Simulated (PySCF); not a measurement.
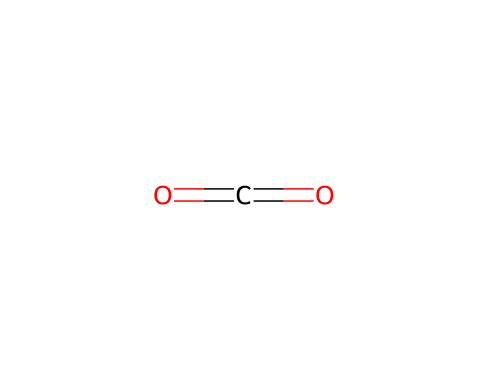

A structural formula.

Question: Transcribe the drawing into SMILES.

Answer: O=C=O

Question: Give the formula, hydrogens included.

Answer: CO2.

Question: An optimisation with GFN2-xTB gave a structure of which point group?

Answer: D∞h.

The parts below concern this one geometry. Atoms keep their numbers from picture to picture. Computed geometry: GFN2-xTB optimisation. No frequency run is at hand to confirm it as a minimum.

Shape

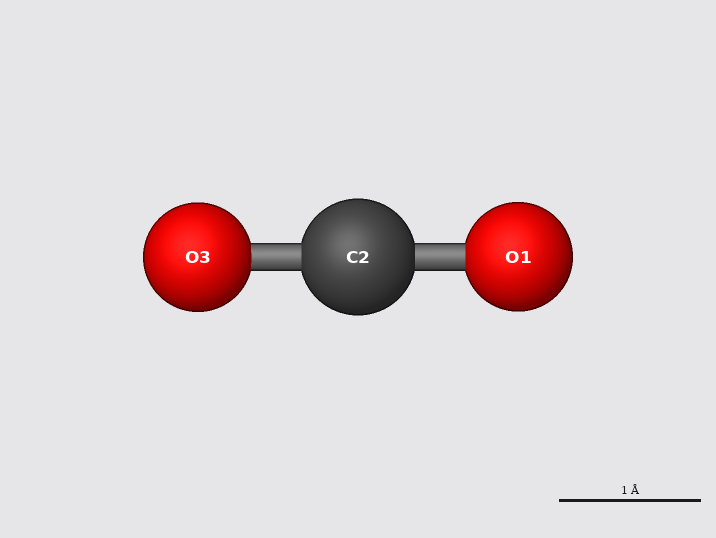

The atoms are numbered. No frequency run is at hand to confirm it as a minimum.

Estimate the angles O1–C2–O3.

```
   angle  degrees
O1–C2–O3    180.0
```

Polarisability

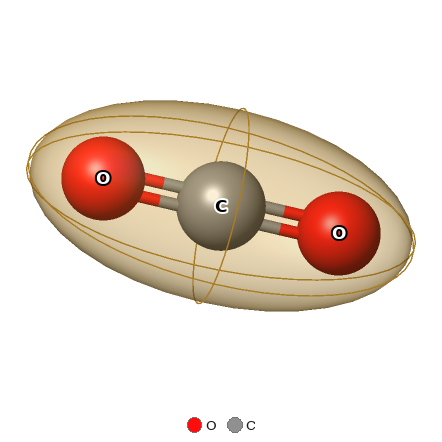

The ellipsoid shows the static dipole polarisability: its half-axes are proportional to the principal values. No frequency run is at hand to confirm it as a minimum. Level of theory: ωB97X-D/def2-SVPD (PySCF 2.14.0).

Question: How large and how anisotropic is the polarisability?

Answer: Principal values 12.5, 12.5, 24.9 bohr³; mean 16.6 bohr³ (2.46 Å³); anisotropy 12.5 bohr³, so the longest axis is 2.00 times the shortest.

Spin–spin coupling

No frequency run is at hand to confirm it as a minimum. Method: B3LYP/pcJ-1 indirect spin-spin coupling, non-relativistic, gas phase (PySCF 2.14.0). Isotopes: 13C, 17O.

Give the spin–spin coupling constants of these pairs, with the number of bonds between them: O1/C2, C2/O3, O1/O3.

```
  pair  bonds apart  J (Hz)
O1, C2            1    11.1
C2, O3            1    11.1
O1, O3            2     3.5
```

Excitation

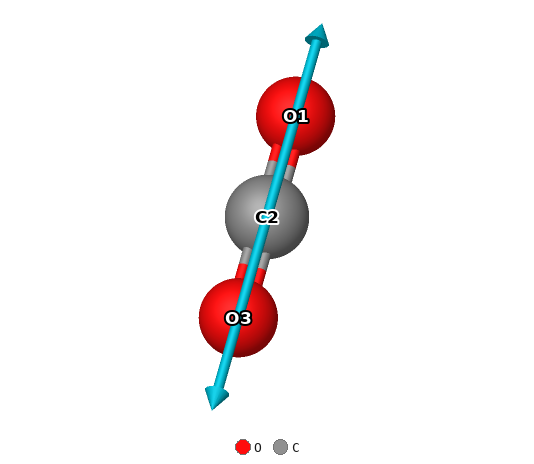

The double arrow shows the direction of the transition dipole to excited singlet state 6 (its length means nothing). No frequency run is at hand to confirm it as a minimum. Properties computed with TDDFT ωB97X-D/def2-SVPD, vertical, gas phase, core orbitals frozen in the response (PySCF 2.14.0).

Question: How is the transition polarised?

Answer: Along the molecular axis.

Question: Give its energy, strength and character.

Answer: 12.02 eV (103 nm), oscillator strength 0.36, of mixed character, with the largest part HOMO → LUMO+4 (weight 0.40); transition dipole 2.81 D.
